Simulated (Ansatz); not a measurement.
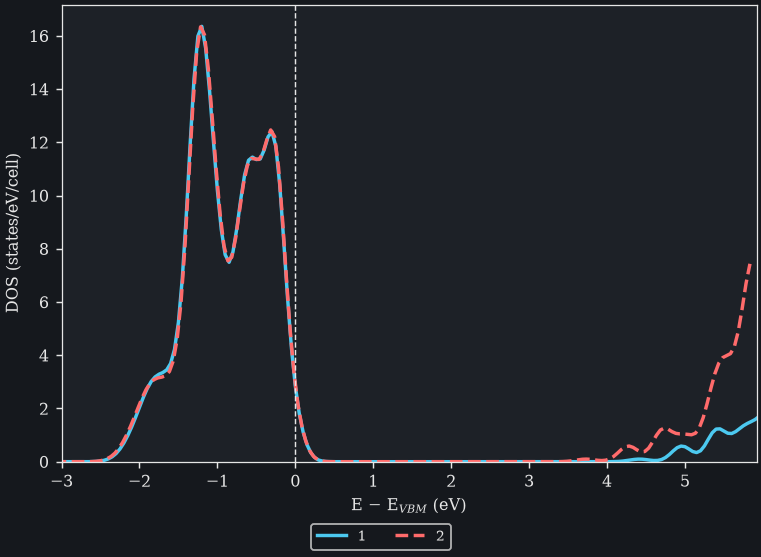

Total densities of states of KSrBr3, space group P4/mmm, 5 atoms in the cell, cubic perovskite type, uniaxial (x) strain +1.0%, by two methods on the same cell. The curves are built from the levels of the k mesh with Gaussians 0.3 eV wide, which also blur the band edges. Each is counted from its own valence-band top.

### Which curve is which? The methods: r2SCAN, PBE.

1 is r2SCAN; 2 is PBE. r2SCAN gives a gap of 4.42 eV and PBE gives a gap of 3.73 eV.

Settings. r2SCAN: DFT, r2SCAN, plane waves, PAW, no spin polarisation, 4×4×4 k mesh, 500 eV cutoff (Ansatz 0.2.0). PBE: DFT, PBE, plane waves, PAW, no spin polarisation, 4×4×4 k mesh, 420 eV cutoff (Ansatz 0.2.0).
